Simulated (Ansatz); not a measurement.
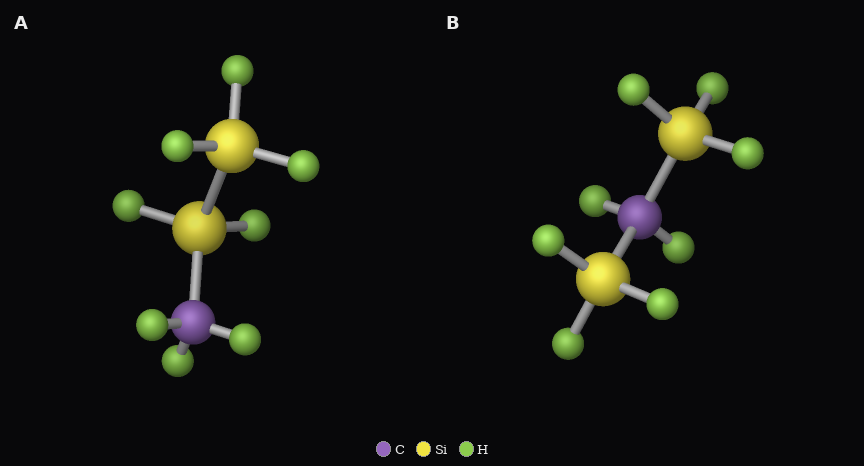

2 stationary structures of one formula. Geometries: PBE-D4/def2-SVP. Electronic energies: PBE-D4/def2-SVP (Ansatz 0.2.0), without zero-point energy. No frequency run is at hand to confirm each as a minimum.

Question: How are they related?

Answer: They are constitutional isomers of CH8Si2: A `C[SiH2][SiH3]`, B `[SiH3]C[SiH3]`.

Question: Rank them by energy, lowest first.

Answer: A is lowest; B lies 10.5 kJ/mol above it.
